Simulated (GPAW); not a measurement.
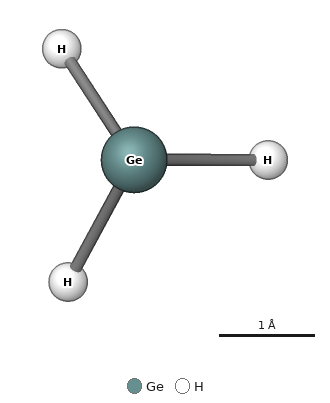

Fig. 1: The structure as given in the input (ball-and-stick view, seen on its broad side). Sticks mark near contacts. Bond lengths as drawn: Ge–H 1.75 to 1.76 Å.

**Property calculation, with input and output: GeH₃ (charge −1)**

GeH₃, charge −1, computed with PBE/real-space grid, scalar-relativistic datasets (GPAW 26.7.0).

The geometry comes from this level: GFN2-xTB.

Input file (run.py):
```python
from ase import Atoms
from gpaw import GPAW

# Structure
mol = Atoms('GeHHH',
    positions=[[  0.468920,  -0.274960,  -0.542070],
               [  0.935040,   0.154290,   1.089240],
               [ -0.940860,  -1.090590,   0.102250],
               [ -0.463100,   1.211260,  -0.649430]])
mol.center(vacuum=5.5)

# DFT calculator
calc = GPAW(mode='fd', h=0.18, xc='PBE', charge=-1, maxiter=150, txt='-')
mol.calc = calc

energy = mol.get_potential_energy()
print(f'Energy                  {energy:.5f} eV')
forces = mol.get_forces()
print('Forces (eV/Ang)')
for symbol, f in zip(mol.symbols, forces):
    print(f'{symbol:2} {f[0]:9.4f} {f[1]:9.4f} {f[2]:9.4f}')
homo, lumo = calc.get_homo_lumo()
print(f'HOMO = {homo:.3f} eV')
print(f'LUMO = {lumo:.3f} eV')
print(f'Gap: {lumo - homo:.3f} eV')
```

Launched with:
```bash
python3 -u run.py | tee run.out
```

Output:
```
__  _  _
 | _ |_)|_||  |
 |__||  | ||/\| - 26.7.0

units:  Angstrom and eV
cores:  1
OpenMP: False

Versions:
  Python: 3.12.14
  ASE:    3.29.0
  Numpy:  2.5.5
  Scipy:  1.18.1
  Libxc:  7.0.0

        _gpaw.cpython-312-x86_64-linux-gnu.so

Input parameters:
  mode=FD(),
  charge=-1,
  h=0.18,
  maxiter=150,
  xc=XC(name='PBE')

Diagonalizing LCAO Hamiltonian
Converting LCAO to fd mode
         .-------------------------------.
        /|                               |
       / |                               |
      /  |                               |
     /   |                               |
    /    |                               |
   /     |                               |
  /      |                               |
 *       |                               |
 |       |                               |
 |       |                               |
 |       |             H                 |
 |       |           H                   |
 |       |        H   Ge                 |
 |       |                               |
 |       |                               |
 |       .-------------------------------.
 |      /                               /
 |     /                               /
 |    /                               /
 |   /                               /
 |  /                               /
 | /                               /
 |/                               /
 *-------------------------------*

Atoms  # Å, Bohr magnetons
|   | symbol |        x |        y |        z |    initial magnetic moments |
|---|--------|----------|----------|----------|-----------------------------|
| 0 |     Ge | 6.909780 | 6.315630 | 5.607360 | ( 0.0000,  0.0000,  0.0000) |
| 1 |      H | 7.375900 | 6.744880 | 7.238670 | ( 0.0000,  0.0000,  0.0000) |
| 2 |      H | 5.500000 | 5.500000 | 6.251680 | ( 0.0000,  0.0000,  0.0000) |
| 3 |      H | 5.977760 | 7.801850 | 5.500000 | ( 0.0000,  0.0000,  0.0000) |

Unit cell  # Å
| periodic |         x |         y |         z |   lengths |    angles |
|----------|-----------|-----------|-----------|-----------|-----------|
|       no | 12.875900 |  0.000000 |  0.000000 | 12.875900 | 90.000000 |
|       no |  0.000000 | 13.301850 |  0.000000 | 13.301850 | 90.000000 |
|       no |  0.000000 |  0.000000 | 12.738670 | 12.738670 | 90.000000 |

Number of symmetries: 1
Symmetry operations  # r_c * U_cc + t_c -> r_c
|   | kind |            matrix            |
|---|------|------------------------------|
| 0 |  E   |  1, 0, 0,  0, 1, 0,  0, 0, 1 |

BZ-sampling:
  Number of BZ points: 1
  Number of IBZ points: 1

  Monkhorst-Pack size: [1, 1, 1]
  Monkhorst-Pack shift: [0, 0, 0]

K-points  # in reciprocal-cell coordinates
|   |                                coordinates |     weight |
|---|--------------------------------------------|------------|
| 0 | (  0.00000000,   0.00000000,   0.00000000) | 1.00000000 |

Uniform wave function grid shape: (np.int64(71), np.int64(71), np.int64(71))
Spin-components: 1 (collinear spins)
Bands:           7
Projectors:      14
Spin-degeneracy: 2
Datatype:        float64

  Storage: CPU
  Wave functions: 20_043_016 bytes (20_043_016 per core)

Parallelization:
  kpt:    1
  domain: 1
  band:   1

Density:
  Valence electrons: 7.0
  Components: 1
  Grid points: [72 72 72]
  Charge: -1.0  # |e|

Potential:
  Grid points: [72 72 72]

species:
  Ge:
    name:    Germanium
    Z:       32.0
    valence: 4
    core:    28
    charge:  0.0  # [|e|]
    file:    Ge.PBE.gz
    compensation charges:
      type: gauss
      rc: 0.32  # [Å]
      lmax: 2
    cutoffs:
      filter: 1.77  # [Å]
      core: 3.42  # [Å]
    projectors
    | kind |    occ | energy [eV] | rcut [Å] |
    |------|--------|-------------|----------|
    |   4s |  2.000 |     -11.726 |    1.005 |
    |   4p |  2.000 |      -3.896 |    1.005 |
    |    s |        |      15.485 |    1.005 |
    |    p |        |      23.315 |    1.005 |
    |    d |        |       0.000 |    1.005 |

    Using partial waves for Ge as LCAO basis

  H:
    name:    Hydrogen
    Z:       1.0
    valence: 1
    core:    0
    charge:  0.0  # [|e|]
    file:    H.PBE.gz
    compensation charges:
      type: gauss
      rc: 0.15  # [Å]
      lmax: 2
    cutoffs:
      filter: 0.85  # [Å]
      core: 0.53  # [Å]
    projectors
    | kind |    occ | energy [eV] | rcut [Å] |
    |------|--------|-------------|----------|
    |   1s |  1.000 |      -6.494 |    0.476 |
    |    s |        |      20.717 |    0.476 |
    |    p |        |       0.000 |    0.476 |

    Using partial waves for H as LCAO basis

Reference energy: -57135.108339  # eV

eigensolver:
  PPCG
  Converge bands: occupied
  niter=2

density mixing:
  MSR1-Mixer
  Pratt-step length: 0.05
  Maximum mixing coefficient: 0.75
  Old densities: 10
  SVD Regularization: 0.005
  Good broyden scale: 1.0
  Trust region scale: 1.0
  Backstep threshold: 4.0
  History deletion threshold: 6.0
  Fourier metric: weight=20.0, sigma=0.015

occupation numbers:
  # Zero width

FastPoissonSolver using
    Stencil: 6*3+1=19 point O(h^6) finite-difference Laplacian
    FFT axes: []
    FST axes: [np.int64(0), np.int64(1), np.int64(2)]

xc functional:
  name: PBE with 2 nearest neighbor stencil
interpolation: tri-quintic # 5. degree polynomial

Initialization done in: 7.318 s

convergence criteria:
- Maximum [total energy] change in last 3 cyles: 0.0005 eV / valence electron
- Maximum integral of absolute [dens]ity change: 0.0001 electrons / valence electron
- Maximum integral of absolute [eigenst]ate change: 4e-08 eV^2 / valence electron
maximum number of iterations: 150

SCF iterations
|iter     |     time |      energy | eigst |  dens |
|---------|----------|-------------|-------|-------|
|iter:   1| 00:00:08 |  -14.264801 | +0.73 |       |
|iter:   2| 00:00:11 |  -14.259668 | -0.25 | -0.81 |
|iter:   3| 00:00:13 |  -14.066873 | +0.23 | -0.83 |
|iter:   4| 00:00:15 |  -14.063677 | -0.83 | -1.28 |
|iter:   5| 00:00:18 |  -14.065375c| -1.34 | -1.71 |
|iter:   6| 00:00:20 |  -14.065846c| -2.07 | -2.24 |
|iter:   7| 00:00:22 |  -14.065949c| -2.63 | -2.59 |
|iter:   8| 00:00:24 |  -14.065983c| -3.12 | -3.18 |
|iter:   9| 00:00:27 |  -14.065993c| -3.54 | -3.48 |
|iter:  10| 00:00:29 |  -14.065997c| -3.96 | -3.89 |
|iter:  11| 00:00:31 |  -14.065997c| -4.33 | -4.01c|
|iter:  12| 00:00:34 |  -14.065998c| -4.78 | -3.91 |
|iter:  13| 00:00:37 |  -14.065998c| -5.16 | -4.46c|
|iter:  14| 00:00:41 |  -14.065999c| -5.63 | -4.40c|
|iter:  15| 00:00:45 |  -14.065998c| -6.07 | -4.52c|
|iter:  16| 00:00:48 |  -14.065998c| -6.37 | -4.58c|
|iter:  17| 00:00:51 |  -14.065998c| -6.90 | -5.29c|
|iter:  18| 00:00:54 |  -14.065998c| -7.33 | -5.28c|
|iter:  19| 00:00:56 |  -14.065998c| -7.43c| -5.55c|

Converged in 19 steps
SCF loop duration: 48.949 s (2.576 s/step)
Energy contributions relative to reference atoms: (reference = -57135.108339)

Energy contributions:
  Kinetic:          10.988390
  Coulomb:         -10.807424
  Zero:             -0.021937
  External:          0.000000
  Xc:              -14.225027
  Entropy:           0.000000
  Spinorbit:         0.000000
  ----------------------------
  Free energy:     -14.065998
  Extrapolated:    -14.065998

dipole moment: (-6.605637, -6.493860, -5.949581)  # |e|*Ang

Fermi level: 1.595
Eigenvalues  # (at kpt = [0.000, 0.000, 0.000])
| band index |      eig [eV] | occ [0-2] |
|------------|---------------|-----------|
|          0 |        -6.586 |     2.000 |
|          1 |        -1.254 |     2.000 |
|          2 |        -1.250 |     2.000 |
|          3 |         0.212 |     2.000 |
|          4 |         2.978 |     0.000 |
|          5 |         3.802 |     0.000 |
|          6 |         3.947 |     0.000 |

Gap: 2.767 eV
Transition (v -> c):
  (s=0, k=0, n=3, [0.00, 0.00, 0.00]) -> (s=0, k=0, n=4, [0.00, 0.00, 0.00])
No difference between direct/indirect transitions
vacuum-level: 0.000  # V
Energy                  -14.06600 eV

Forces  # eV/Ang
|        x |        y |        z |
|----------|----------|----------|
| -1.11182 |  0.65492 |  1.24019 |  # Ge   0
| -0.15910 | -0.23584 | -0.86307 |  # H    1
|  0.74243 |  0.35472 | -0.39485 |  # H    2
|  0.52786 | -0.78001 | -0.01577 |  # H    3

Force computation time: 0.128  # s
Forces (eV/Ang)
Ge   -1.1118    0.6549    1.2402
H    -0.1591   -0.2358   -0.8631
H     0.7424    0.3547   -0.3948
H     0.5279   -0.7800   -0.0158
HOMO = 0.212 eV
LUMO = 2.978 eV
Gap: 2.767 eV
```

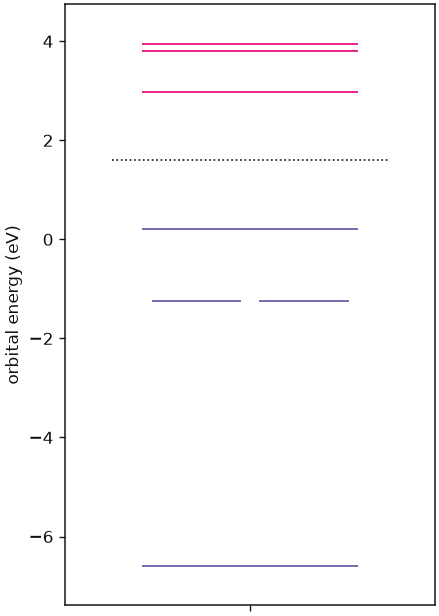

Fig. 2: Orbital energies near the frontier; the dotted line parts filled from empty levels, and levels within 0.02 eV of each other stand side by side. Highest filled 0.21 eV, lowest empty 2.98 eV, 2.77 eV apart.

Results in brief:

- outcome: converged
- energy relative to the program's reference atoms: −14.0660 eV
- largest force: 1.790 eV/Å
- HOMO: 0.21 eV
- LUMO: 2.98 eV
- hardware: 1 thread of Intel Xeon @ 2.50GHz (Skylake/Cascade Lake), 12 GiB of memory available, shared host
- wall time: 58 s
- peak memory: 0.79 GiB

Notes:

Further notes kept with the run: highest occupied level above vacuum.
